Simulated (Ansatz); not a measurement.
# BF3H4NSi (SMILES FB[NH2+][SiH](F)F) (charge +1): what the fields show

Input

```
crystal:
  periodic: [false, false, false]
  atoms:
    - {symbol: B, position_ang: [1.598779, -1.533537, 0.160755]}
    - {symbol: F, position_ang: [2.798611, -1.882811, -0.165982]}
    - {symbol: F, position_ang: [-1.579001, -1.254162, -1.878982]}
    - {symbol: F, position_ang: [0.184514, -3.183914, -1.477302]}
    - {symbol: "N", position_ang: [0.877490, -0.675971, -0.902848]}
    - {symbol: Si, position_ang: [-0.091909, -1.751429, -2.123775]}
    - {symbol: H, position_ang: [1.037129, -1.812108, 1.173539]}
    - {symbol: H, position_ang: [1.562605, -0.092811, -1.410245]}
    - {symbol: H, position_ang: [0.203626, -0.037265, -0.451598]}
    - {symbol: H, position_ang: [0.429817, -1.562785, -3.472869]}
basis:
  gaussian: {orbitals: def2-SVPD}
output: {forces: true, orbitals: {seedname: orbitals}}
hamiltonian: {xc: {name: PBE0}}
total_charge: 1
```

Launched as:

```sh
ansatz run input.yaml --threads 2 --pin off --max-ram 4350MiB --events-out events.jsonl --progress --plain --runs-dir runs
```

Geometry: B3LYP-D3(BJ)/def2-SVP.

Level of theory: Ansatz, isolated molecule in a Gaussian basis; Kohn-Sham density functional theory, functional PBE0.

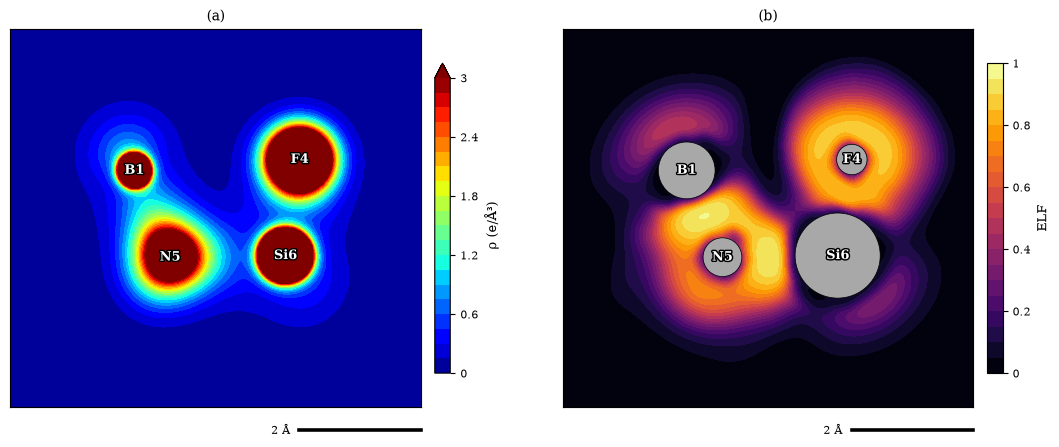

Figure 1. (a) total electron density; (b) electron localisation function on the plane of atoms F4, Si6 and N5. Grey discs cover the atomic cores in the ELF map.

Q: What do the fields say about this system?

A: The section cuts through B, F, N and Si sites.
B–N (1.54 Å): ρ is about 1.5 e/Å³ halfway; the ELF peaks at about 0.95 between the atoms, as expected for a shared but strongly polarised pair.
Si–F (1.60 Å): ρ at the midpoint is about 1.1 e/Å³; the ELF peaks at about 0.85 in the valence shell of F, 0.6 Å from its nucleus, and is about 0.45 at the midpoint.
Si–N (1.89 Å): ρ at the midpoint is about 0.82 e/Å³; the ELF peaks at about 0.95 between the atoms (a polar covalent bond).
The ELF also peaks beside F4, away from the bonds: lone-pair regions.

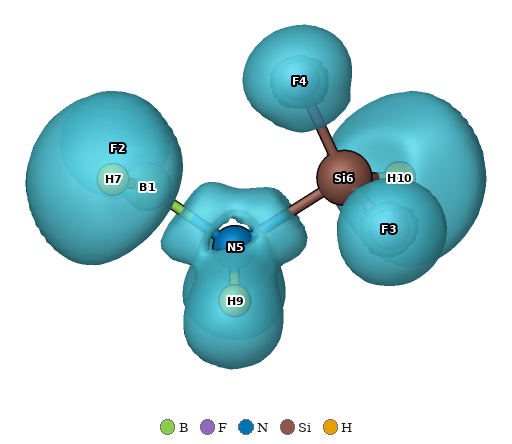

Figure 2. Isosurface of the electron localisation function at 0.75 (cyan), seen across its widest extent. Core shells and regions of very low density are left out.

Q: What do the ELF domains correspond to?

A: The ELF exceeds this value in two regions around hydrogen nuclei, one region on F in which the atom's valence shell and bonds are merged, two regions wrapped around F (its lone pairs, merged into a ring or cap) and one joined region spread over several atoms (H, N), in which their bonds and any lone pairs are merged. Along the contacts the grid gives the following. B–F (1.29 Å): the ELF peaks at about 0.85 between the atoms; a polar covalent bond.

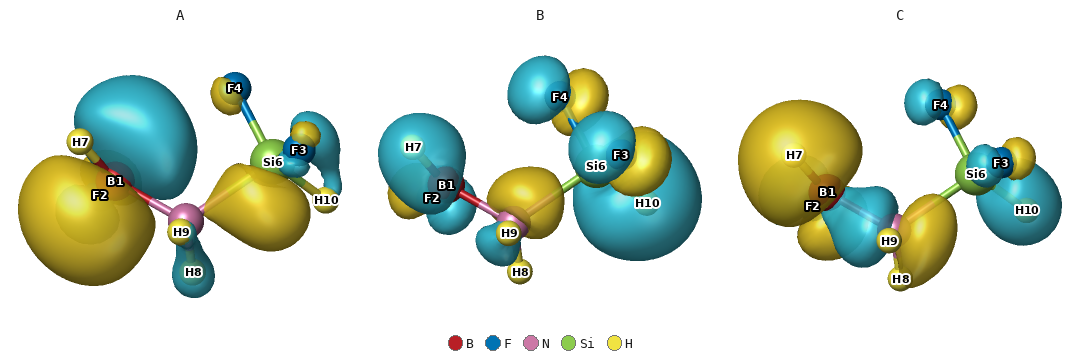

Figure 3. Three frontier orbitals at ±0.1 Å⁻³ᐟ² (yellow and cyan are the two phases), in no order.

Q: Order the three orbitals by energy and name them.

A: B is the HOMO−1 (−16.85 eV). By Hirshfeld shares it lies mainly on H10 (about 25 %), Si6 (about 25 %), F3 (about 15 %), F4 (about 10 %) and N5 (about 5 %). C is the HOMO (−15.99 eV). It lies mainly on H7 (about 25 %), B1 (about 25 %), F2 (about 20 %) and N5 (about 15 %). A is the LUMO (−6.56 eV). Its weight (Hirshfeld) is mainly on B1 (about 55 %), F2 (about 10 %), Si6 (about 10 %), N5 (about 10 %) and H7 (about 5 %).

Q: What is the HOMO–LUMO gap?

A: 9.43 eV between the orbital energies.
